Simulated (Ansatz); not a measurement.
# FOSi: the cost of one run

Method: def2-QZVPP, all electrons in the functionals, frozen cores in the correlation of double hybrids and RPA; program: Ansatz 0.2.0, Gaussian basis.

Plan: wB97M-V, B2PLYP, at charge 0, quartet; charge 0, doublet; charge 0, sextet; charge 1, triplet; charge 1, quintet.

### Step 1. The system

The geometry is a PBE0/def2-TZVP stationary point (not a proven minimum).

3 atoms, charge 0, spin multiplicity 4.

Atoms are counted from 1 here; the program's logs count them from 0.

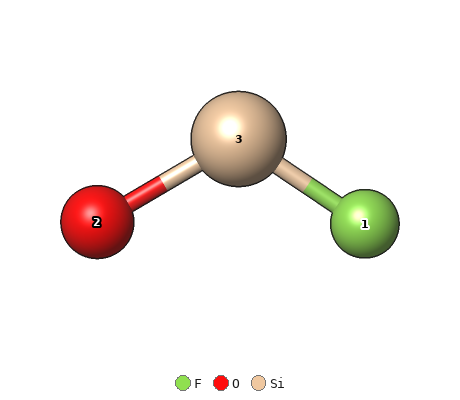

The geometry (fluorine green, oxygen red, silicon light orange); atoms are numbered from 1 in the order of the file.

Coordinates:

```xyz
3
FOSi
F     0.00000    0.39035    1.31021
O     0.00000    0.39753   -1.50665
Si    0.00000   -0.49051   -0.02800
```

No dispersion term is added; wB97M-V holds VV10 nonlocal correlation.

The geometry shown and the zero of energy belong to the point charge 0, quartet. The yardstick, UCCSD(T), and other wave-function levels (R restricted, U unrestricted, valence and pair active spaces) come from earlier runs.

### Step 2. wB97M-V, charge 0, quartet

The input, in.yaml:

```yaml
crystal:
  periodic: [false, false, false]
  atoms:
    - {symbol: F, position_ang: [0.000000, 0.390347, 1.310206]}
    - {symbol: O, position_ang: [0.000000, 0.397529, -1.506653]}
    - {symbol: Si, position_ang: [0.000000, -0.490510, -0.027996]}
basis:
  gaussian: {orbitals: "def2-QZVPP.json"}
magnetization: {spin_polarized: true, initial_magnetization: 3}
hamiltonian: {xc: {name: wB97M-V}}
output: {orbitals: {seedname: orbitals}}
```

Started as:

```sh
$ ansatz run in.yaml --threads 1 --pin off --events-out ev --progress --plain --max-ram 2393MiB
```

What time and memory should one allow on 1 thread of Arm Neoverse N1, shared host?

About 2.4 min, with a peak of 0.6 GiB.
